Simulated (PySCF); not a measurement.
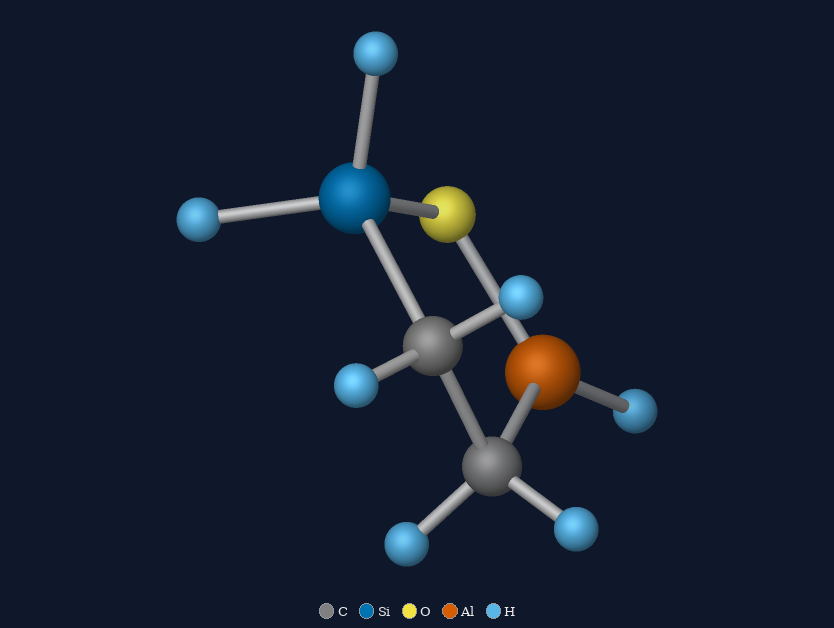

A ball-and-stick model of a molecule.

**Count the atoms of each element.**

C₂H₇AlOSi, 12 atoms: 2 carbon, 7 hydrogen, 1 aluminium, 1 oxygen and 1 silicon.

**What is its SMILES?**

[CH2]1C[SiH2][O][AlH]1

More results for the same structure follow; atom numbers are the same in all pictures, views and colours differ. The geometry was computed by an optimisation with PBE0-D3(BJ)/def2-SVP. No frequency run is at hand to confirm it as a minimum.

Geometry

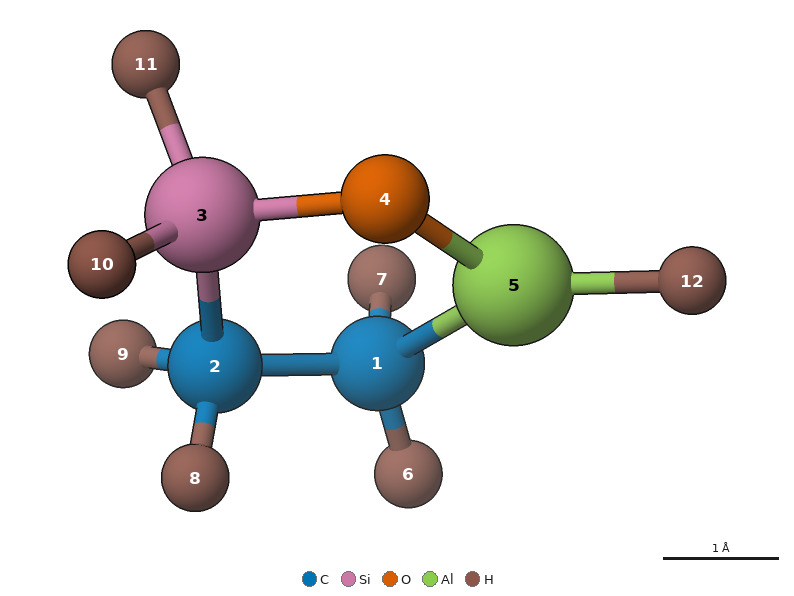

Numbered structure. No frequency run is at hand to confirm it as a minimum.

**How are the neighbours of atom 5 arranged?**

Al5 has 3 neighbours (C1 at 1.97, O4 at 1.73, H12 at 1.58 Å); the arrangement is trigonal planar.

**What is the geometry at C1?**

C1 has 4 neighbours (C2 at 1.55, Al5 at 1.97, H6 at 1.10, H7 at 1.11 Å); the arrangement is tetrahedral.

**What is the geometry at C2?**

C2 has 4 neighbours (C1 at 1.55, Si3 at 1.90, H8 at 1.10, H9 at 1.10 Å); the arrangement is tetrahedral.

**How are the neighbours of atom 3 arranged?**

Si3 has 4 neighbours (C2 at 1.90, O4 at 1.67, H10 at 1.49, H11 at 1.50 Å); the arrangement is tetrahedral.

**What is the dihedral angle C2–C1–Al5–O4?**

18° in size, that is syn (eclipsed).

Electronic properties

No frequency run is at hand to confirm it as a minimum. Method: B3LYP/6-31G*, gas phase (PySCF 2.14.0).

**What is the HOMO–LUMO gap?**

6.30 eV.

**Give the HOMO energy (Kohn–Sham orbital) at this level.**

−7.20 eV.

**What is the dipole moment?**

1.93 D.

Quadrupole coupling

No frequency run is at hand to confirm it as a minimum. Electric field gradients from the ground-state density, B3LYP/6-31G* (PySCF 2.14.0), non-relativistic apart from any core potentials.

Give the largest field-gradient component, the quadrupole coupling constant and the asymmetry for 17O at O4 (Q = −25.6 mb), 27Al at Al5 (Q = 146.6 mb), 2H at H6 (Q = 2.86 mb), 2H at H7 (Q = 2.86 mb), 2H at H8 (Q = 2.86 mb), 2H at H9 (Q = 2.86 mb).

```json
{"atom": "O4", "V_zz (a.u.)": "0.588", "e²qQ/h (MHz)": "−3.54", "η": "0.33"}
{"atom": "Al5", "V_zz (a.u.)": "0.962", "e²qQ/h (MHz)": "33.1", "η": "0.43"}
{"atom": "H6", "V_zz (a.u.)": "0.283", "e²qQ/h (MHz)": "0.190", "η": "0.06"}
{"atom": "H7", "V_zz (a.u.)": "0.274", "e²qQ/h (MHz)": "0.184", "η": "0.04"}
{"atom": "H8", "V_zz (a.u.)": "0.275", "e²qQ/h (MHz)": "0.185", "η": "0.03"}
{"atom": "H9", "V_zz (a.u.)": "0.278", "e²qQ/h (MHz)": "0.187", "η": "0.03"}
```

Core levels

No frequency run is at hand to confirm it as a minimum. Level of theory: delta-SCF UKS PBE, pcX-2 on the ionised atom, pcseg-1 elsewhere, spin-free X2C (PySCF 2.14.0).

Give the core-electron binding energies (to vacuum; p and d levels without spin–orbit splitting) of C1 1s, C2 1s, Si3 1s, Si3 2p, O4 1s, Al5 1s, Al5 2p.

| atom | level | binding energy (eV) |
| --- | --- | --- |
| C1 | 1s | 289.1 |
| C2 | 1s | 289.3 |
| Si3 | 1s | 1843.4 |
| Si3 | 2p | 106.4 |
| O4 | 1s | 536.0 |
| Al5 | 1s | 1564.1 |
| Al5 | 2p | 80.2 |
